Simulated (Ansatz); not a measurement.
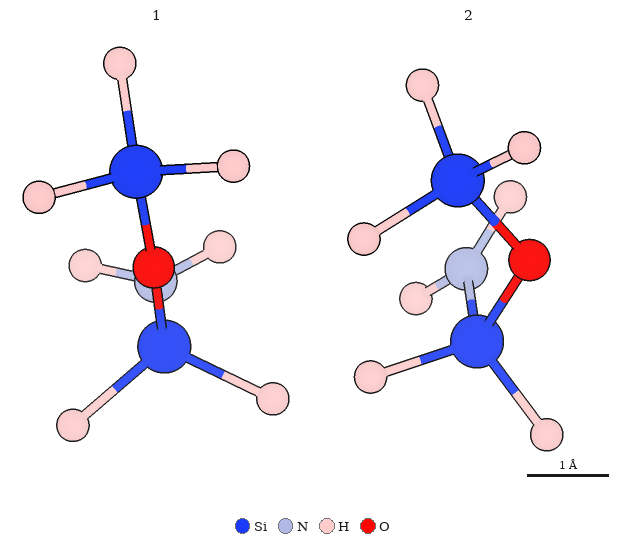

Two geometries of Si2NH7O, drawn at one scale. One is the start of a relaxation, the other its converged end. The picture is a ball-and-stick view, seen from a free direction.

Level of theory: Ansatz 0.2.0, RKS PBE0-D4/6-31G. Set-up: no spin polarisation; force threshold 0.02 eV/Å; at most 40 steps.

Which of the two is the end point?

Answer. Structure 1 is the relaxed one. The run prepares the start of a later molecular dynamics calculation, from a guessed geometry. Over 11 accepted moves (14 points after the start) the energy falls by 66.4 kJ/mol. The largest force component goes from 2.5 to 0.0043 eV/Å. The line search rejected the trial steps at points 9, 12, 13 of the run. The forces were under the threshold at step 8, but the run went on from there. The largest move after the best rigid fit is that of an H atom, 0.82 Å. By element the largest moves are H 0.82 Å, O 0.80 Å, Si 0.24 Å, N 0.20 Å. Among the contacts that change: Si–Si 2.980 → 3.358 Å, N–Si 1.820 → 1.749 Å, H–N 1.060 → 1.007 Å, H–Si 1.460 → 1.507 Å. Bond angles that change, for instance: Si–O–Si 125.0° → 169.9°, N–Si–O 109.4° → 115.9°, H–N–H 120.0° → 114.1°. Groups turn about N–Si by about 70°. Cost: 62 s on 1 thread of Intel(R) Xeon(R) Platinum 8259CL CPU @ 2.50GHz (Skylake/Cascade Lake), with other jobs on the host, peak memory 0.15 GiB.

Limits of the set-up: the basis has no polarisation functions, which atoms past neon need.
